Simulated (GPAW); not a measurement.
# A GW chain in GPAW: Ga2O3 (R-3c)

Wanted: ground state, empty states, screening and self-energy for Ga2O3 (R-3c).

Method: PBE and many-body steps on it, plane waves, in GPAW 26.7.0.

**What was measured.**

- Gap 5.3 eV: optical direct gap from Tauc plot, alpha-phase dominant buffer stack; UV-Vis transmittance, Tauc plot; film (as-grown alpha-(Al0.3Ga0.7)2O3/alpha-Ga2O3 double layer on c-plane sapphire, mist CVD, slight kappa admixture) on Al2O3 (“Controlled Crystallinity of a Sn-Doped α-Ga2O3 Epilayer Using Rapidly Annealed Double Buffer Layers”, 2024, pmc:10818942).

- Gap 5.04 eV: direct optical gap from Tauc plot; UV-vis transmittance, Tauc plot; film on Al2O3 (“Ti Alloyed α-Ga2O3: Route towards Wide Band Gap Engineering”, 2020, pmc:7766553).

- Gap 5.62 ± 0.02 eV: lowest direct band-to-band transition E0, E parallel to c (M1-type CP); abstract instead prints 5.44 eV, which Table III gives as the exciton energy; generalized spectroscopic ellipsometry, critical-point model; 300 K; film (51.8 nm PAMBE film, fully lattice-relaxed) on m-plane Al2O3 (“Anisotropic dielectric functions, band-to-band transitions, and critical points in alpha-Ga2O3”, 2021, arxiv:2101.06595).

- Gap 5.15 eV: optical gap from Tauc plot assuming direct gap; lower end of the 5.15-5.20 eV range for alpha-phase films; UV-vis transmittance/reflectance, Tauc plot; film on c-plane sapphire (“Low temperature growth and optical properties of alpha-Ga2O3 deposited on sapphire by plasma enhanced atomic layer deposition”, 2019, arxiv:1908.06914).

- Gap 5.6 eV: direct band-to-band gap from Tauc plot; UV-Vis absorption, Tauc plot; film (163 nm mist CVD film on c-plane sapphire) on Al2O3 (sapphire) (“Optical properties of mist CVD grown alpha-Ga2O3”, 2019, arxiv:1907.13072).

This is a selection; 1 further report is not listed.

**1. The structure**

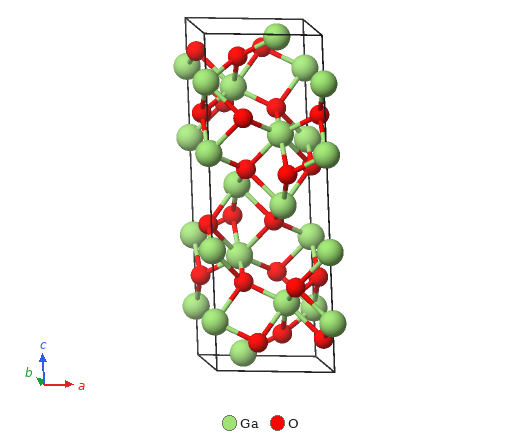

The cell as given, slightly off an axis (gallium green, oxygen red). This picture shows the conventional cell, with its axes. Some periodic images of atoms are drawn too.

The cell and positions are those that the Materials Project relaxed with its own functionals (PBE, PBE+U or r2SCAN), kept fixed. This is not the form that Ga2O3 usually takes at ambient conditions.

**2. Ground state**

This step: GPAW 26.7.0; DFT, PBE, plane waves, PAW.

The ground-state density comes first.

Contents of run.py:

```python
import json
import numpy as np
from gpaw.mpi import world
from ase import Atoms
from gpaw import GPAW, PW, FermiDirac

atoms = Atoms(['Ga', 'Ga', 'Ga', 'Ga', 'O', 'O', 'O', 'O', 'O', 'O'],
    cell=[[2.4986991939, 1.4426246522, 4.4835497685],
      [-2.4986991939, 1.4426246522, 4.4835497685],
      [0.0000000000, -2.8852493044, 4.4835497685]],
    scaled_positions=[[0.8555855800, 0.8555855800, 0.8555855800],
      [0.6444144200, 0.6444144200, 0.6444144200],
      [0.1444144200, 0.1444144200, 0.1444144200],
      [0.3555855800, 0.3555855800, 0.3555855800],
      [0.7500000000, 0.4468328200, 0.0531671800],
      [0.4468328200, 0.0531671800, 0.7500000000],
      [0.0531671800, 0.7500000000, 0.4468328200],
      [0.2500000000, 0.5531671800, 0.9468328200],
      [0.9468328200, 0.2500000000, 0.5531671800],
      [0.5531671800, 0.9468328200, 0.2500000000]],
    pbc=(True, True, True))
calc = GPAW(mode=PW(600),
    xc='PBE',
    kpts={'size': (6, 6, 6), 'gamma': True},
    occupations=FermiDirac(0.001),
    nbands=-11,
    convergence={'density': 1e-6, 'bands': -3},
    maxiter=100,
    txt='gs.txt')
atoms.calc = calc
res = {'energy': atoms.get_potential_energy()}
kpts = calc.get_ibz_k_points()
res['kpts'] = kpts
res['eigenvalues'] = [calc.get_eigenvalues(kpt=k) for k in range(len(kpts))]
res['n_electrons'] = calc.get_number_of_electrons()
calc.write('gs.gpw')

if world.rank == 0:
    with open('result.json', 'w') as f:
        json.dump(res, f, default=lambda x: x.tolist())
```

Command:

```bash
$ mpirun -n 8 gpaw python run.py
```

Numbers of over 12 decimals in the logs are rounded to 6 here.

The program printed:

```text
__  _  _
 | _ |_)|_||  |
 |__||  | ||/\| - 26.7.0

Input parameters:
  mode=PW(ecut=600.0),
  convergence={'density': 1e-06, 'bands': -3},
  kpts=MonkhorstPack(size=(6, 6, 6), gamma=True),
  maxiter=100,
  nbands=-11,
  occupations=Occupations(name='fermi-dirac', width=0.001, fixmagmom=False),
  xc=XC(name='PBE')
  [... matrices ...]
Diagonalizing LCAO Hamiltonian
Converting LCAO to pw mode

            Ga

          O Ga
                O
         O
               O
        O
            GaO

            Ga

Atoms  # Å, Bohr magnetons
|   | symbol |         x |         y |         z |    initial magnetic moments |
| 0 |     Ga |  0.000000 |  0.000000 | 11.508182 | ( 0.0000,  0.0000,  0.0000) |
| 1 |     Ga | -0.000000 |  0.000000 |  8.667792 | ( 0.0000,  0.0000,  0.0000) |
| 2 |     Ga | -0.000000 |  0.000000 |  1.942468 | ( 0.0000,  0.0000,  0.0000) |
| 3 |     Ga |  0.000000 | -0.000000 |  4.782857 | ( 0.0000,  0.0000,  0.0000) |
| 4 |      O |  0.757524 |  1.573180 |  5.604437 | ( 0.0000,  0.0000,  0.0000) |
| 5 |      O |  0.983652 | -1.442625 |  5.604437 | ( 0.0000,  0.0000,  0.0000) |
| 6 |      O | -1.741176 | -0.130555 |  5.604437 | ( 0.0000,  0.0000,  0.0000) |
| 7 |      O | -0.757524 | -1.573180 |  7.846212 | ( 0.0000,  0.0000,  0.0000) |
| 8 |      O |  1.741176 |  0.130555 |  7.846212 | ( 0.0000,  0.0000,  0.0000) |
| 9 |      O | -0.983652 |  1.442625 |  7.846212 | ( 0.0000,  0.0000,  0.0000) |

Unit cell  # Å
| periodic |         x |         y |        z |  lengths |    angles |
|      yes |  2.498699 |  1.442625 | 4.483550 | 5.331687 | 55.893505 |
|      yes | -2.498699 |  1.442625 | 4.483550 | 5.331687 | 55.893505 |
|      yes |  0.000000 | -2.885249 | 4.483550 | 5.331687 | 55.893505 |

Number of symmetries: 6
Symmetry operations  # r_c * U_cc + t_c -> r_c
|   | kind |            matrix            |
| 0 |  E   |  1, 0, 0,  0, 1, 0,  0, 0, 1 |
| 1 |  C3  |  0, 1, 0,  0, 0, 1,  1, 0, 0 |
| 2 |  C3  |  0, 0, 1,  1, 0, 0,  0, 1, 0 |
| 3 |  S6  |  0, 0,-1, -1, 0, 0,  0,-1, 0 |
| 4 |  S6  |  0,-1, 0,  0, 0,-1, -1, 0, 0 |
| 5 |  i   | -1, 0, 0,  0,-1, 0,  0, 0,-1 |

BZ-sampling:
  Number of BZ points: 216
  Number of IBZ points: 40

  Monkhorst-Pack size: [6, 6, 6]
  Monkhorst-Pack shift: [0.083333, 0.083333, 0.083333]

K-points  # in reciprocal-cell coordinates
|     |                                coordinates |     weight |
|   0 | (  0.00000000,   0.00000000,   0.00000000) | 0.00462963 |
|   1 | (  0.16666667,   0.00000000,  -0.16666667) | 0.02777778 |
|   2 | (  0.16666667,   0.00000000,   0.00000000) | 0.02777778 |
|   3 | (  0.16666667,   0.16666667,  -0.16666667) | 0.02777778 |
|   4 | (  0.16666667,   0.16666667,   0.00000000) | 0.02777778 |
|   5 | (  0.16666667,   0.16666667,   0.16666667) | 0.00925926 |
|   6 | (  0.33333333,  -0.16666667,  -0.33333333) | 0.02777778 |
|   7 | (  0.33333333,  -0.16666667,  -0.16666667) | 0.02777778 |
|   8 | (  0.33333333,  -0.16666667,   0.00000000) | 0.02777778 |
|   9 | (  0.33333333,  -0.16666667,   0.16666667) | 0.02777778 |
| ... |                                            |            |
|  39 | (  0.50000000,   0.50000000,   0.50000000) | 0.00462963 |

Plane wave coefficients: 3262
Cutoff: 600.0 eV

Spin-components: 1 (collinear spins)
Bands:           35
Projectors:      50
Spin-degeneracy: 2
Datatype:        complex128

  Storage: CPU
  Wave functions: 72_822_400 bytes (9_102_800 per core)
  Projectors: 60_338_560 bytes (7_542_320 per core)
  [... matrices ...]
Parallelization:
  kpt:    8
  domain: 1
  band:   1

Density:
  Valence electrons: 48.0
  Components: 1
  Grid points: [32 32 32]
  Charge: 0.0  # |e|

Potential:
  Grid points: [32 32 32]

species:
  Ga:
    name:    Gallium
    Z:       31.0
    valence: 3
    core:    28
    charge:  0.0  # [|e|]
    compensation charges:
      type: gauss
      rc: 0.37  # [Å]
      lmax: 2
    cutoffs:
      filter: 2.06  # [Å]
      core: 4.17  # [Å]
    projectors
    | kind |    occ | energy [eV] | rcut [Å] |
    |   4s |  2.000 |      -8.945 |    1.164 |
    |   4p |  1.000 |      -2.580 |    1.164 |
    |    s |        |      18.266 |    1.164 |
    |    p |        |      24.631 |    1.164 |
    |    d |        |       0.000 |    1.164 |

    Using partial waves for Ga as LCAO basis

  O:
    name:    Oxygen
    Z:       8.0
    valence: 6
    core:    2
    charge:  0.0  # [|e|]
    compensation charges:
      type: gauss
      rc: 0.21  # [Å]
      lmax: 2
    cutoffs:
      filter: 1.17  # [Å]
      core: 0.83  # [Å]
    projectors
    | kind |    occ | energy [eV] | rcut [Å] |
    |   2s |  2.000 |     -23.961 |    0.688 |
    |   2p |  4.000 |      -9.029 |    0.598 |
    |    s |        |       3.251 |    0.688 |
    |    p |        |      18.182 |    0.598 |
    |    d |        |       0.000 |    0.619 |

    Using partial waves for O as LCAO basis

Reference energy: -223783.799923  # eV

eigensolver:
  PPCG
  Converge bands: -3
  niter=2

density mixing:
  MSR1-Mixer
  Pratt-step length: 0.05
  Maximum mixing coefficient: 0.75
  Old densities: 10
  SVD Regularization: 0.005
  Good broyden scale: 1.0
  Trust region scale: 1.0
  Backstep threshold: 4.0
  History deletion threshold: 6.0
  Fourier metric: weight=20.0, sigma=0.015

occupation numbers:
  Fermi-Dirac:
    width: 0.0010  # eV

poisson solver:
  ecut: 4800.0  # eV

xc functional:
  name: PBE with 2 nearest neighbor stencil

Initialization done in: 7.719 s

convergence criteria:
- Maximum integral of absolute [dens]ity change: 1e-06 electrons / valence electron
- Maximum [total energy] change in last 3 cyles: 0.0005 eV / valence electron
- Maximum integral of absolute [eigenst]ate change: 4e-08 eV^2 / valence electron
maximum number of iterations: 100

SCF iterations
|iter     |     time |      energy | eigst |  dens |
|iter:   1|  |  -68.299938 | +0.28 |       |
|iter:   2|  |  -66.183239 | -1.02 | -0.68 |
|iter:   3|  |  -60.234120 | -0.38 | -0.74 |
|iter:   4|  |  -60.237656 | -1.97 | -1.35 |
|iter:   5|  |  -60.246828c| -2.39 | -1.64 |
|iter:   6|  |  -60.247264c| -2.83 | -2.68 |
|iter:   7|  |  -60.247312c| -3.34 | -3.24 |
|iter:   8|  |  -60.247312c| -3.48 | -4.24 |
|iter:   9|  |  -60.247312c| -3.94 | -4.78 |
|iter:  10|  |  -60.247312c| -4.12 | -5.61 |
|iter:  11|  |  -60.247312c| -4.49 | -6.18c|
|iter:  12|  |  -60.247312c| -4.70 | -6.78c|
|iter:  13|  |  -60.247312c| -5.20 | -7.50c|
|iter:  14|  |  -60.247312c| -5.30 | -8.07c|
|iter:  15|  |  -60.247312c| -5.89 | -8.67c|
|iter:  16|  |  -60.247312c| -6.14 | -9.55c|
|iter:  17|  |  -60.247312c| -6.56 |-10.05c|
|iter:  18|  |  -60.247312c| -6.96 |-10.82c|
|iter:  19|  |  -60.247312c| -7.22 |-10.97c|
|iter:  20|  |  -60.247312c| -7.52c|-11.48c|

Converged in 20 steps
SCF loop duration: 50.737 s (2.537 s/step)
Energy contributions relative to reference atoms: (reference = -223783.799923)
  [... matrices ...]
Energy contributions:
  Kinetic:         129.749234
  Coulomb:        -112.988070
  Zero:              1.311150
  External:          0.000000
  Xc:              -78.319626
  Entropy:          -0.000000
  Spinorbit:         0.000000
  ----------------------------
  Free energy:     -60.247312
  Extrapolated:    -60.247312

dipole moment: (0.000000, -0.000000, -0.000385)  # |e|*Ang

Fermi level: 8.038
Eigenvalues  # (at kpt = [0.000, 0.000, 0.000])
| band index |      eig [eV] | occ [0-2] |
|          0 |       -13.254 |     2.000 |
|        ... |               |           |
|         16 |         4.618 |     2.000 |
|         17 |         5.087 |     2.000 |
|         18 |         5.087 |     2.000 |
|         19 |         5.300 |     2.000 |
|         20 |         5.300 |     2.000 |
|         21 |         5.387 |     2.000 |
|         22 |         5.442 |     2.000 |
|         23 |         5.442 |     2.000 |
|         24 |         8.469 |     0.000 |
[...]
|         28 |        15.831 |     0.000 |
|         29 |        15.831 |     0.000 |
|         30 |        15.959 |     0.000 |
|         31 |        16.647 |     0.000 |
|        ... |               |           |
|         34 |        18.039 |     0.000 |

Gap: 2.799 eV
Transition (v -> c):
  (s=0, k=1, n=23, [0.17, 0.00, -0.17]) -> (s=0, k=0, n=24, [0.00, 0.00, 0.00])
Direct/indirect transitions are different
Direct gap: 3.027 eV
Transition at: (s=0, k=0, n=23, [0.00, 0.00, 0.00])
# Writing to gs.gpw (mode='')
  [... matrices ...]
```

Wall time 62 s (8 MPI ranks of AMD EPYC 7571, shared host); peak memory 1.8 GiB; 8.2 min of CPU time.

Numbers from this step:

| Quantity | Value |
| --- | --- |
| total energy | -60.2473 eV |
| gap | 2.799 eV |
| k of the valence top | 0.1667, 0, -0.1667 |
| k of the conduction bottom | 0, 0, 0 |
| least direct gap | 3.027 eV |

The gap is indirect, with the least direct gap 0.23 eV higher.

**3. Empty states on the mesh, 4×4×4 mesh, 167 bands**

The sums over transitions need many empty states on a uniform mesh; this step solves for them.

Contents of run.py:

```python
import json
import numpy as np
from gpaw.mpi import world
from gpaw import GPAW

calc = GPAW('gs.gpw').fixed_density(kpts={'size': (4, 4, 4), 'gamma': True},
    nbands=194,
    convergence={'bands': 167},
    txt='nscf.txt')
calc.write('full.gpw', mode='all')
res = {}
kpts = calc.get_ibz_k_points()
res['kpts'] = kpts
res['eigenvalues'] = [calc.get_eigenvalues(kpt=k) for k in range(len(kpts))]
res['n_electrons'] = calc.get_number_of_electrons()

if world.rank == 0:
    with open('result.json', 'w') as f:
        json.dump(res, f, default=lambda x: x.tolist())
```

Command:

```bash
$ mpirun -n 8 gpaw python run.py
```

The program printed:

```text
Diagonalizing LCAO Hamiltonian
Converting LCAO to pw mode
convergence criteria:
- Maximum integral of absolute [eigenst]ate change: 4e-08 eV^2 / valence electron
maximum number of iterations: 100

SCF iterations
|iter     |     time |      energy | eigst |  dens |
|iter:   1|  |             | +4.11 |       |
|iter:   2|  |             | +2.90 |       |
|iter:   3|  |             | +1.83 |       |
[...]
|iter:  12|  |             | -6.43 |       |
|iter:  13|  |             | -6.95 |       |
|iter:  14|  |             | -7.51c|       |
SCF steps: 14
  __  _  _
 | _ |_)|_||  |
 |__||  | ||/\| - 26.7.0

Input parameters:
  mode=PW(ecut=600.0),
  convergence={'bands': 167},
  gpts=array([32, 32, 32]),
  kpts=MonkhorstPack(size=(4, 4, 4), gamma=True),
  maxiter=100,
  nbands=194,
  occupations=Occupations(name='fermi-dirac', width=0.001, fixmagmom=False),
  parallel={},
  xc=XC(name='PBE')
# Writing to full.gpw (mode='all')
  [... matrices ...]

timing:  # [seconds]
  Total: 0.231  # ━━━━━━━━━━━━━━━━━━━━━━━━━━━━━━━━━━━━━━━━━━━━━━━━━━━━━━━━━━━
```

Wall time 87 s (8 MPI ranks); peak memory 2.2 GiB; 12 min of CPU time.

Numbers from this step:

* gap: 2.845 eV
* k of the valence top: 0.25, 0, 0
* k of the conduction bottom: 0, 0, 0
* least direct gap: 3.027 eV
* k points computed: 14
* lowest point of the top converged band, above the valence top: 65.1274 eV

On this mesh the gap is 2.845 eV. The earlier step found 2.799 eV, so this mesh misses an edge.

[end of part 1 of 2]

[Paths, hosts, dates, memory and timing lines, banners, echoed tables and standing remarks are left out of the program output.]

[Logs are printed without paths, hosts, clocks, repeated set-up lines and the standing remarks that a program may print on its own settings, such as how far it seeks lower states.]

[Runs of the session that timed out or met a known fault of the program may be left out.]

[Hosts, paths, dates, database ids (printed as entryN), source tags and the programs' standing remarks are cut or masked in the printed files.]
